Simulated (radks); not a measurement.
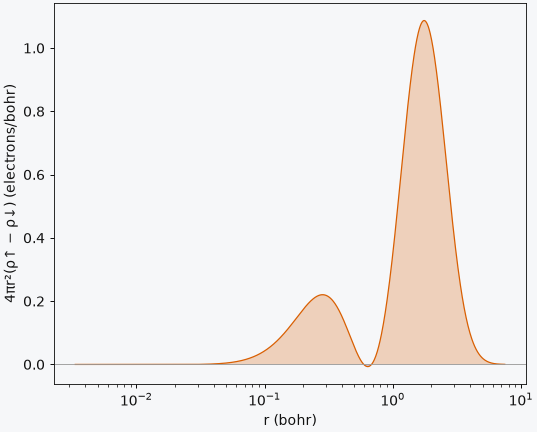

**Figure 1.** The radial spin density. The curve integrates to 2 unpaired electrons, held by 3p (+2). Its largest value, 1.09 electrons/bohr, lies near r = 1.7 bohr. Regions of the opposite sign are negligible.

## Atomic calculation for P⁺

- system: P⁺ (Z = 15, 14 electrons) in the configuration [Ne] 3s2 3p2 (high spin).
- method: scalar-relativistic Kohn-Sham, PBEsol, spin-polarised, spherical densities, finite nucleus (the in-house radial solver radks)

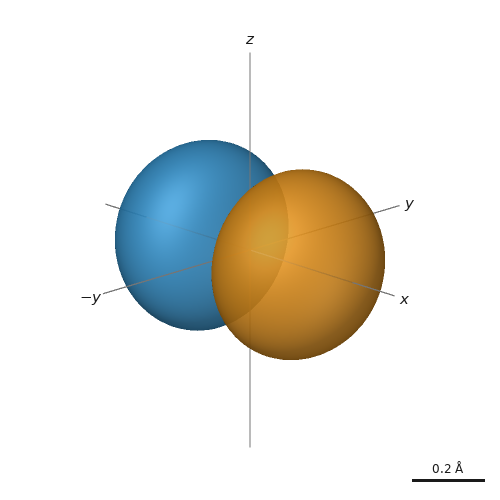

**Figure 2.** One occupied orbital of down spin is shown. The surface of constant |ψ| that holds about 80 % of the electron is drawn, orange where ψ is positive and blue where it is negative. The radial function comes from the spherical calculation and is multiplied by a real spherical harmonic; the overall sign is chosen so that the largest lobe of P(r) is positive; at the scalar-relativistic level it is the large component. It is 2p(x) of down spin. It has the nodal plane yz and no radial node. The maximum of P² lies at 0.354 bohr, ⟨r⟩ = 0.485 bohr, 90 % of the charge lies within 0.811 bohr, and the eigenvalue is −134.6 eV, with 3 electrons in the shell for this spin.

These pictures come from the run below.

### Input
```
Z 15
configuration [Ne] 3s2 3p2
relativity scalar-relativistic
functional pbe_sol,pbe_sol
spin polarised
nucleus finite rms 3.1889 fm
c 137.035999084
```

Energies in input and log are in hartree, lengths in bohr (the nuclear radius in fm).

### Log
```
1s      1   1.0000         -76.84246593
2s      1   1.0000          -6.76570269
2p      1   3.0000          -4.95864410
3s      1   1.0000          -0.88421631
3p      1   2.0000          -0.55007243
1s      2   1.0000         -76.83324801
2s      2   1.0000          -6.75614154
2p      2   3.0000          -4.94561448
3s      2   1.0000          -0.80225315
3p      2   0.0000          -0.47129212
Etot -340.9952664294622
Ekin 342.02221427526666
Encl -808.9128705395849
Eh 148.05137405226495
Exc -22.155984217408967
err 2.465952144066291e-09
it 13
```

### Orbitals

| orbital | occupation | energy (eV) | ⟨r⟩ (bohr) | outer maximum (bohr) |
| --- | --- | --- | --- | --- |
| 1s up | 1 | −2091.0 | 0.1037 | 0.0677 |
| 1s down | 1 | −2090.7 | 0.1037 | 0.0677 |
| 2s up | 1 | −184.104 | 0.5204 | 0.419 |
| 2s down | 1 | −183.844 | 0.5202 | 0.419 |
| 2p up | 3 | −134.932 | 0.4855 | 0.354 |
| 2p down | 3 | −134.577 | 0.4852 | 0.354 |
| 3s up | 1 | −24.061 | 1.817 | 1.55 |
| 3s down | 1 | −21.830 | 1.824 | 1.54 |
| 3p up | 2 | −14.968 | 2.114 | 1.75 |
| 3p down | 0 | −12.825 | 2.162 | 1.75 |

### Results in brief

```
                       quantity                      value
                        outcome                  converged
                   total energy        −340.995266 hartree
                 kinetic energy         342.022214 hartree
        electron–nucleus energy        −808.912871 hartree
                 Hartree energy         148.051374 hartree
    exchange–correlation energy         −22.155984 hartree
radius at density 0.001 e/bohr³                  3.81 bohr
                 SCF iterations                         13
                       hardware  1 CPU thread, shared host
```
